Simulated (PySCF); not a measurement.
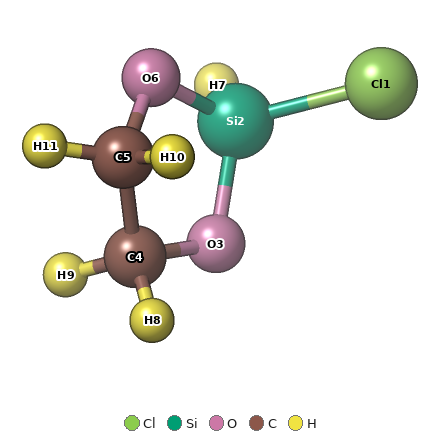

C₂H₅ClO₂Si, SMILES Cl[SiH]1OCCO1. Vertical core-electron binding energies by ΔSCF (SCAN, pcX-2 on the ionised atom, pcseg-1 elsewhere, spin-free X2C; PySCF 2.14.0, at a PBE0-D3(BJ)/def2-SVP geometry (no frequency check)), gas phase, against the vacuum level. One atom of each kind was ionised; within a panel, areas follow the number of like atoms and 2j + 1 (2p levels are split by first-order spin-orbit coupling, an approximation), Gaussians of 0.6 eV full width. Only the regions named are shown.

### Predict the Si 2p photoelectron lines.

```tsv
level	atoms	binding energy (eV)
Si 2p1/2	Si2	109.3
Si 2p3/2	Si2	108.7
```

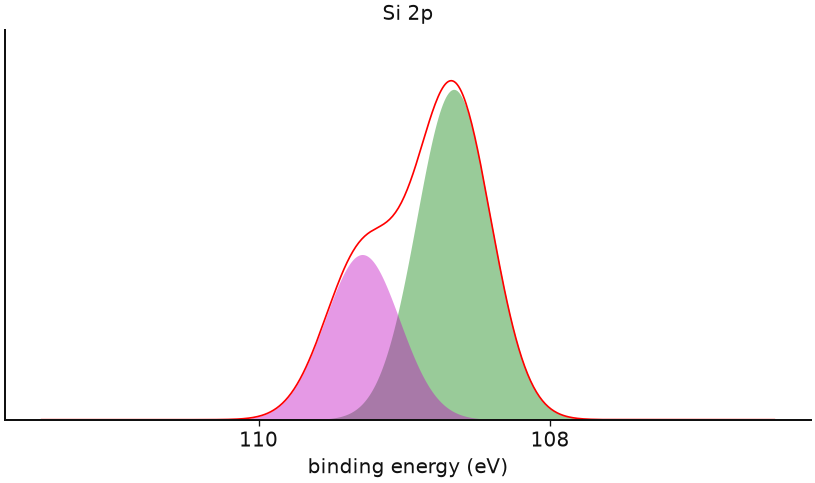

Note: one conformer of a flexible molecule.
